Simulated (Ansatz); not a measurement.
# Direct or indirect: SiC (F-43m)

```cif
data_structure
_symmetry_space_group_name_H-M 'F-43m'
_symmetry_Int_Tables_number 216
_cell_length_a 4.3580
_cell_length_b 4.3580
_cell_length_c 4.3580
_cell_angle_alpha 90.000
_cell_angle_beta 90.000
_cell_angle_gamma 90.000
_cell_volume 82.77
loop_
_atom_site_label
_atom_site_type_symbol
_atom_site_symmetry_multiplicity
_atom_site_Wyckoff_symbol
_atom_site_fract_x
_atom_site_fract_y
_atom_site_fract_z
_atom_site_occupancy
Si1 Si 4 a 0.00000 0.00000 0.00000 1
C1 C 4 c 0.25000 0.25000 0.25000 1
```

Method: Ansatz, PBE, independent particles, without spin-orbit coupling, line width 0.1 eV (Gaussian). The band structure gives a fundamental gap of 1.36 eV. The spectrum of vertical transitions near the edge:

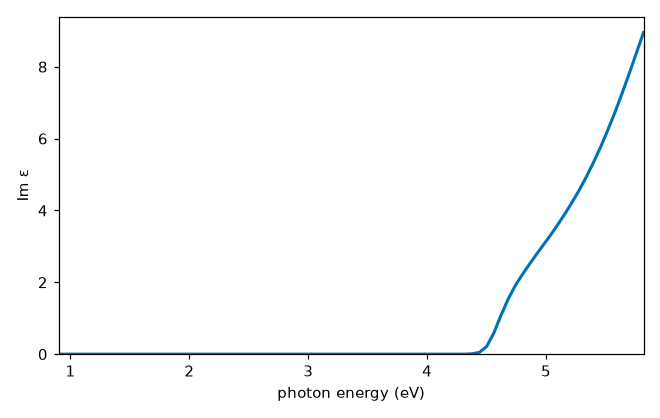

Is the gap direct or indirect, and about where do vertical transitions set in?

Indirect, by the band path, whose least direct gap is 4.55 eV. The curves fit this: they stay near zero above 1.36 eV and rise only from about 4.5 eV, though a forbidden direct transition would look alike. Lines are broadened by 0.1 eV, which spreads the edge, and phonons, which would give weak absorption from the fundamental gap up, are left out.

[Logs are printed without paths, hosts, clocks, repeated set-up lines and the standing remarks that a program may print on its own settings, such as how far it seeks lower states.]
